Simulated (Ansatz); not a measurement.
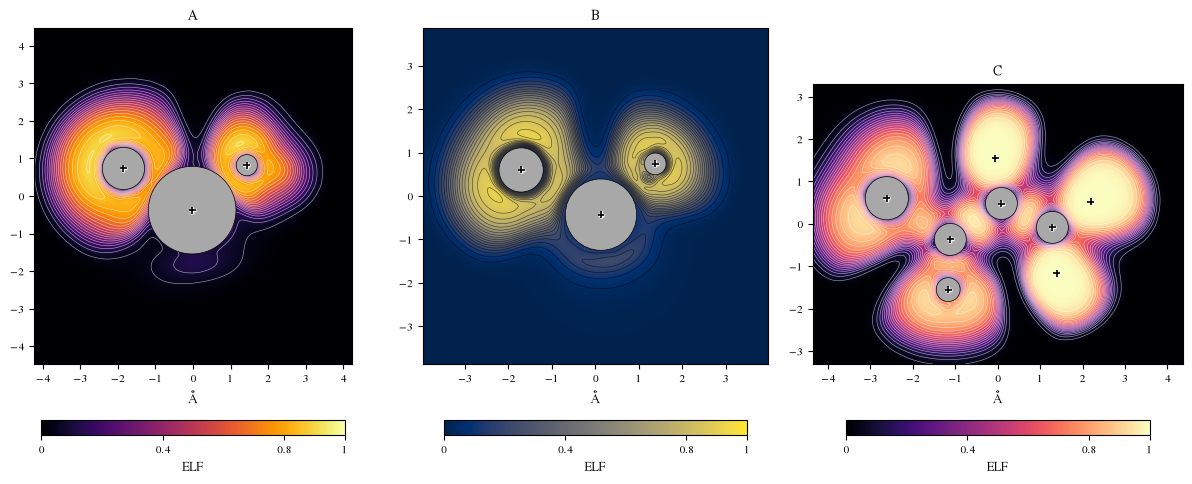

The ELF of 3 systems, each on a plane through atoms (crosses mark nuclei in the plane; grey discs cover the cores).

Computed with RKS PBE0-D4/def2-TZVPP in Ansatz.

System 1: Cl$_{3}$FGe (SMILES [F][Ge]([Cl])([Cl])[Cl]), the plane of atoms F1, Ge2 and Cl3. Geometry: PBE0-D4/def2-TZVP.

```xyz
5

F    -0.9637    0.2006    1.4324
Ge   -0.0129   -0.0097    0.0255
Cl    1.4738   -1.4353    0.4663
Cl   -1.2858   -0.6854   -1.5107
Cl    0.8385    1.8561   -0.4549
```

System 2: C$_{3}$H$_{3}$ClO (SMILES C=CC(=O)Cl), the molecular plane. Geometry: PBE0-D4/def2-TZVP.

| atom | x (Å) | y (Å) | z (Å) |
| --- | --- | --- | --- |
| C | 0.0412 | -0.7549 | 1.0476 |
| C | 0.4090 | 0.1885 | 0.1888 |
| C | -0.4016 | 0.4396 | -1.0152 |
| O | -1.3947 | -0.1145 | -1.3438 |
| Cl | 0.2845 | 1.7467 | -2.0181 |
| H | -0.8518 | -1.3441 | 0.8718 |
| H | 0.6207 | -0.9581 | 1.9398 |
| H | 1.2927 | 0.7968 | 0.3291 |

System 3: H$_{3}$NO$_{2}$SW (SMILES [NH2][W](=[O])([OH])=[S]), the plane of atoms O4, W2 and S5. Geometry: PBE0-D4/def2-TZVP; core potentials replace the inner electrons of W.

```xyz
8

N    -0.7159    1.1567    0.4978
W     0.4880   -0.1709   -0.2166
O     1.6667   -0.4600    0.9720
O    -0.4360   -1.7688   -0.6003
S     1.3501    0.5993   -2.0190
H    -1.1895    1.8509   -0.0602
H    -0.7923    1.3514    1.4849
H    -0.3711   -2.5586   -0.0587
```

Match each panel to its system.

Answer. Panel A is system 3, H$_{3}$NO$_{2}$SW: the plane holds W, O and S. W–S (2.14 Å): the ELF peaks at about 0.75 in the valence shell of S, 0.8 Å from its nucleus, and is about 0.50 at the midpoint. Panel B is system 1, Cl$_{3}$FGe: the plane holds F, Ge and Cl. Ge–F (1.71 Å): the ELF peaks at about 0.80 in the valence shell of F, 0.6 Å from its nucleus, and is about 0.25 at the midpoint. Panel C is system 2, C$_{3}$H$_{3}$ClO: the plane holds C, O, Cl and H. C–O (1.18 Å): the ELF peaks at about 0.85 between the atoms: a multiple bond.
